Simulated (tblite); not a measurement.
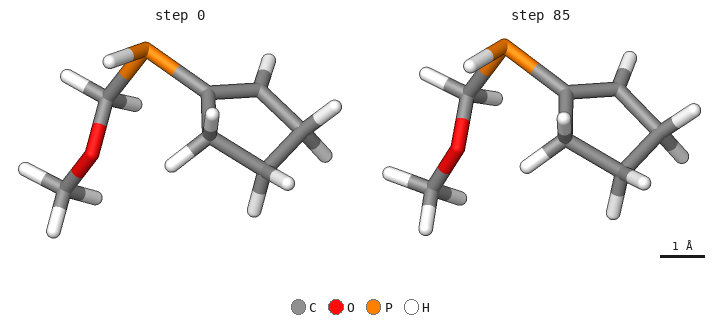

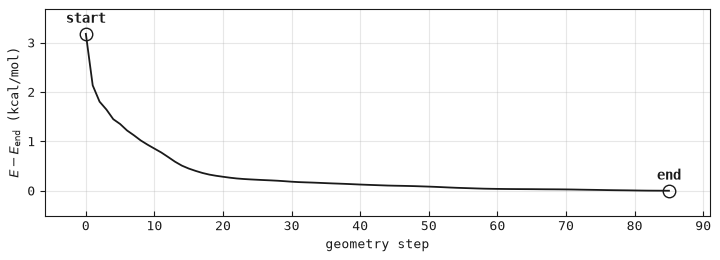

First and last geometry of a relaxation of C7H13OP, with the history of the run. A stick model, seen at a tilt.

All numbers below come from GFN2-xTB geometry optimisation, gas phase (tblite). 

### Read the history and describe the run.

It converged. The energy falls by 3.18 kcal/mol in 85 geometry steps. The largest move after the best rigid fit is that of an H atom, 0.39 Å. Largest moves by element: H 0.39 Å, C 0.23 Å, O 0.19 Å, P 0.08 Å. Some distances before and after: C–O 1.433 → 1.402 Å, H–P 1.425 → 1.397 Å, C–H 1.084 → 1.103 Å, C–C 1.487 → 1.505 Å. Bond angles that change, for instance: O–C–P 115.5° → 108.3°, C–P–H 99.0° → 94.9°, C–P–C 100.9° → 97.8°.

```tsv
step	E − E(0), kcal/mol
0	0.00
1	-1.04
2	-1.37
3	-1.53
4	-1.73
5	-1.83
6	-1.96
7	-2.06
8	-2.16
9	-2.25
10	-2.33
14	-2.67
18	-2.85
22	-2.93
26	-2.96
30	-3.00
34	-3.02
38	-3.04
42	-3.06
46	-3.08
49	-3.09
53	-3.11
57	-3.13
61	-3.14
65	-3.15
69	-3.15
73	-3.16
77	-3.17
81	-3.18
85	-3.18
```
